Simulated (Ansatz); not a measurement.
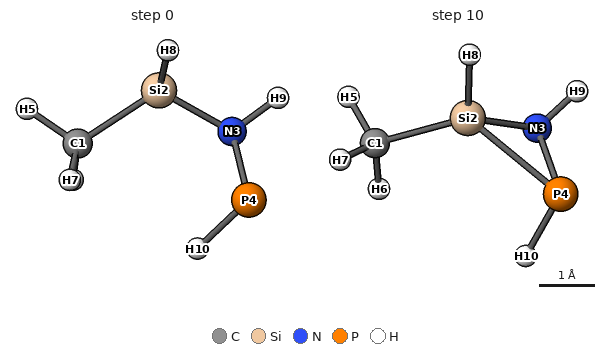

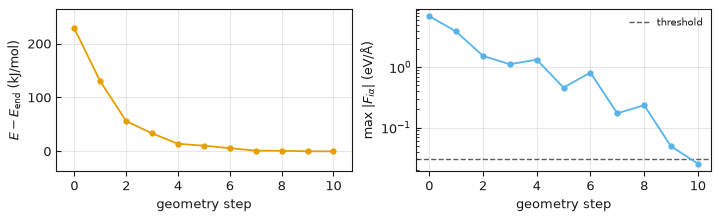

First and last geometry of a relaxation of CH₆NPSi (coarse preliminary run), with the history of the run. Style: ball-and-stick. Shown face on.

The start comes from a force field.

These are results of RKS PBE-D4/def2-SVP (Ansatz 0.2.0), not measurements. Settings: force threshold 0.03 eV/Å; at most 200 steps.

### Read the history and describe the run.

It converged. After 10 geometry steps the energy has fallen by 228.3 kJ/mol. The largest force component goes from 7 to 0.026 eV/Å. The atom that moves furthest after the best rigid fit is Si2 (0.77 Å). Largest moves by element: Si 0.77 Å, H 0.74 Å, N 0.24 Å, P 0.17 Å, C 0.14 Å. Among the contacts that change: Si2–P4 2.710 → 2.220 Å, Si2–N3 1.594 → 1.754 Å, N3–P4 1.696 → 1.840 Å, C1–Si2 1.793 → 1.872 Å. Bond angles that change, for instance: Si2–N3–P4 110.8° → 76.2°, Si2–N3–H9 114.9° → 126.4°, N3–Si2–H8 110.5° → 119.3°.
